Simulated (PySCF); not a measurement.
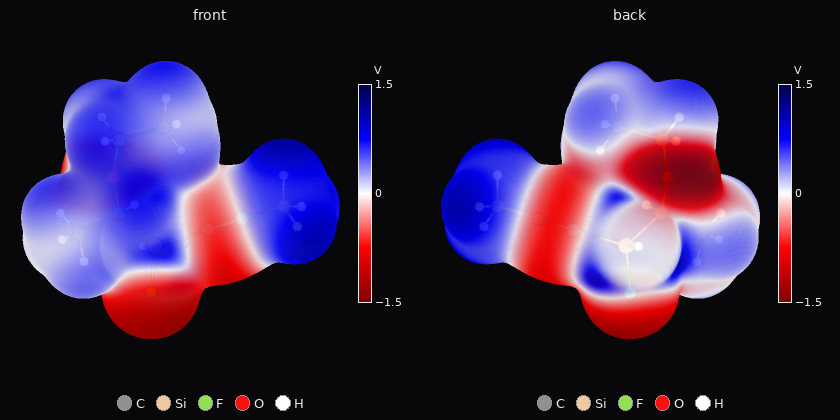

Figure 1: C$_{7}$H$_{13}$FOSi. The electrostatic potential painted on the density surface at 0.002 e/bohr³, seen from the front and from behind; red is negative and blue positive.

Geometry: GFN2-xTB.

The calculation used PBE0/pcSseg-1, SCF density, gas phase, non-relativistic in PySCF.

```xyz
23

C     3.7798    1.2571    0.2342
C     2.7448    0.2636    0.0707
C     1.8866   -0.5736   -0.0589
Si    0.5384   -1.8179   -0.2203
F     0.8228   -2.9755    0.8829
C    -1.1228   -0.9793    0.2180
C    -2.2049   -1.9418    0.7056
O    -1.5385   -0.3499   -1.0050
C    -1.9349    0.9941   -0.9034
C    -0.7500    1.9593   -0.8878
H     4.2527    1.1378    1.2088
H     4.5351    1.1380   -0.5421
H     3.3536    2.2580    0.1653
H     0.5027   -2.5007   -1.5016
H    -0.9774   -0.2102    0.9877
H    -2.4262   -2.6726   -0.0682
H    -1.8600   -2.4633    1.5952
H    -3.1231   -1.4059    0.9445
H    -2.5523    1.1838   -1.7874
H    -2.5558    1.1475   -0.0090
H    -0.1691    1.8422   -1.7991
H    -0.0981    1.7529   -0.0414
H    -1.1082    2.9833   -0.8195
```

> Which sites attract a positive test charge, and which a negative one?

A positive charge is drawn to the negative regions and a negative charge to the positive ones. The most negative region (about −1.5 V) lies over O8, the most positive (about +1.1 V) over Si4, H11, H12 and H13. O8 is the likeliest acceptor of a hydrogen bond.
